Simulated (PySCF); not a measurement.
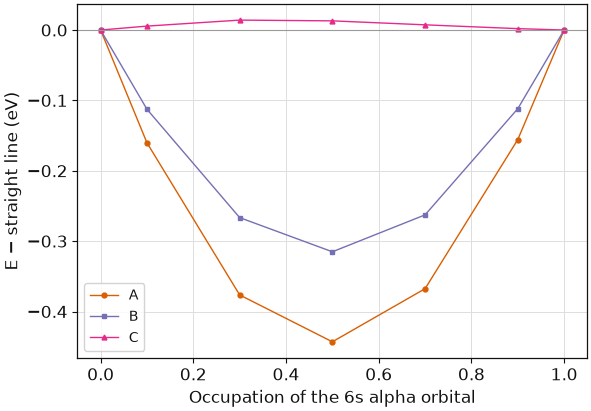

One 6s alpha orbital of neutral caesium ([Xe] 6s) is emptied in steps. The plot gives the energy less the straight line between the integer ends. PySCF, x2c-TZVPall, spin-free X2C-1e, unrestricted single determinants, no spin-orbit coupling. The curves are PBE, PBE0 and wB97X in some order.

Q: Which curve is which method, and what does its shape mean?

A: A is PBE: convex (delocalisation error), largest departure −0.44 eV, removal energy 3.974 eV; B is PBE0: convex (delocalisation error), largest departure −0.32 eV, removal energy 3.890 eV; C is wB97X: nearly straight, largest departure 0.014 eV, removal energy 3.589 eV. The measured removal energy is 3.894 eV. The exact energy is a straight line between whole electron numbers.
